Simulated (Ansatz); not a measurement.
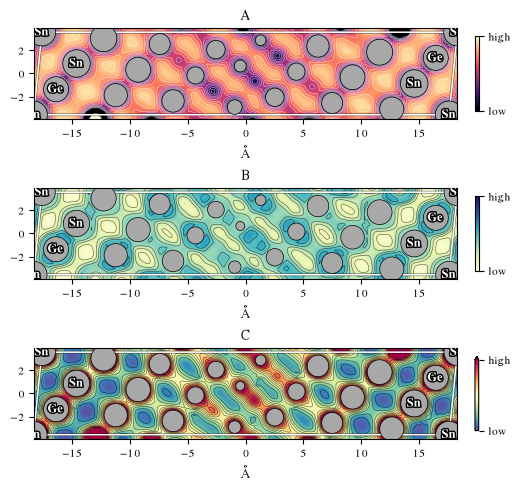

Sn4Ge3: 3 fields on the (111) plane of the conventional cell, with unlabelled colour scales. Grey discs cover the atomic cores.

Space group R-3m; a generated structure, not necessarily the stable one.

Level of theory: DFT PBE, scalar-relativistic, plane waves, PAW in Ansatz.

> Which field does each panel show? The fields are: electron localisation function, electrostatic potential energy of an electron and valence pseudo-density.

Panel A: electrostatic potential energy of an electron (low next to the atoms, rising into the space between them). Panel B: electron localisation function. Panel C: valence pseudo-density. From the grid: Sn–Ge (2.84 Å): the density is about 0.29 e/Å³ at the midpoint; the ELF is about 0.55 at the midpoint. Sn–Ge (2.90 Å): the density is about 0.26 e/Å³ at the midpoint; the ELF is about 0.55 at the midpoint.
